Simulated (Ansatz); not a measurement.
# La2NiO4: relaxing cell and atoms, part 2 of 2

Aim: in La2NiO4, a database structure at a slightly changed volume, relax cell and atoms, then read levels, charges and fields where it ends.

Ansatz 0.2.0; DFT, r2SCAN, with U_eff = 5.17 eV on Ni d, collinear spin, plane waves, PAW. Relaxing cell and atoms. The steps go on from the part before.

## 6. Charges and moments

Gathered by element (positive charge: electrons given up): Löwdin charges also hold the electrons that the projection spills.

| element | atoms | Bader charge (e) | Bader volume (Å³) | Löwdin charge (e) | Bader moment, size (μB) |
| --- | --- | --- | --- | --- | --- |
| La | 2 | +2.10 | 18.2 | +0.96 | 0.00 |
| Ni | 1 | +1.32 | 8.0 | +1.36 | 1.78 |
| O | 4 | -1.40 to -1.37 | 10.8 to 14.8 | -0.81 to -0.73 | 0.04 to 0.07 |

The Löwdin projection spills 0.3 % of the electrons and depends on the orbitals chosen; where it disagrees with Bader's partition, neither is an observable.

Occupation eigenvalues of the Hubbard shells:

| atom | shell | spin | eigenvalues |
| --- | --- | --- | --- |
| Ni3 | d | up | 0.99 0.99 0.99 0.99 0.99 |
| Ni3 | d | down | 0.10 0.15 0.99 0.99 0.99 |

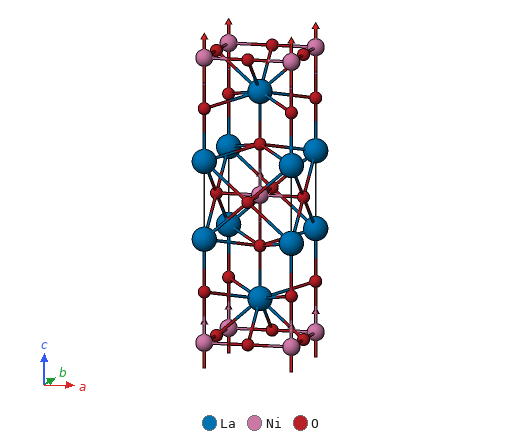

Site moments over 0.3 μB, as arrows (short ones can be hidden in their spheres; values hang on how the density is shared out, so they can differ from the log's spheres): up red, down blue; without spin-orbit coupling their axis is free, so they are drawn up the page.

## 7. Real-space fields

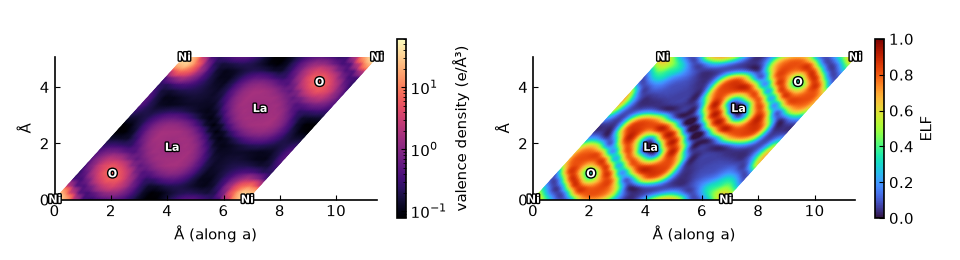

Valence density (left, log scale) and ELF (right) in the plane spanned by a and b at height 0.001 along c (axes of the input's cell); atoms within 0.2 Å are lettered. Near the nuclei they are pseudo-fields.

Scans along the contacts give these minima of the density:

| contact | length (Å) | minimum at (fraction) | density (e/Å³) | ELF |
| --- | --- | --- | --- | --- |
| Ni3–O5 | 1.954 | deep in a PAW sphere | – | – |
| La1–O6 | 2.315 | 0.55 | 0.521 | 0.24 |

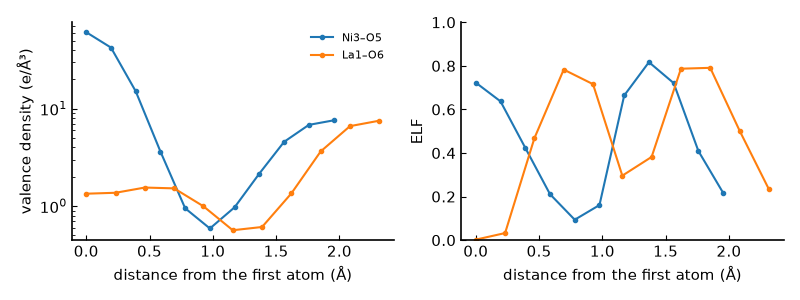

Smooth valence density and ELF along the contacts, at tenths of each length.

## 8. Summary of results

What follows sums up all 2 parts.

| quantity | value |
| --- | --- |
| moves | 4 |
| energy gained | 10.8 meV/atom |
| largest move | 0.03 Å (La) |
| space group (0.01 Å), before / after | I4/mmm / I4/mmm |
| cell | a = 6.835 Å, b = 6.836 Å, c = 6.836 Å, α = 146.78°, β = 146.78°, γ = 47.69° |
| volume | 13.64 Å³/atom (+2.9 %) |
| pressure at the end | 0.00 GPa |
| gap (mesh) | 0.94 eV, indirect |
| least direct gap | 2.84 eV |
| gap on the mesh, spin up / down | 0.94 / 2.96 eV |
| Bader charges | La +2.10, Ni +1.32, O -1.40 to -1.37 e |
| net moment | 2.00 μB per cell |
| largest moment | 1.78 μB on Ni (Bader basin) |

In words: The volume grew by 2.9 %, and the largest move of an atom is 0.03 Å apart from the change of the cell; the energy fell by 10.8 meV per atom. The levels show a gap of 0.94 eV, with the least direct gap at 2.84 eV; within 0.7 eV of the edges the states project mainly on O p (75 %) and Ni d (21 %) below and La d (71 %) and La f (23 %) above. La loses most charge (+2.10 e on average) and O gains most (-1.38 e). Spin sits on Ni (1.78 μB); with one magnetic atom in the cell, no antiferromagnetic order can form, so the run doesn't settle the real magnetic state.

Keep in mind: the program displaced the start to leave a saddle point; one start, so the state may not be the lowest; gaps of Fe, Co and Ni magnets can come out low on these datasets.
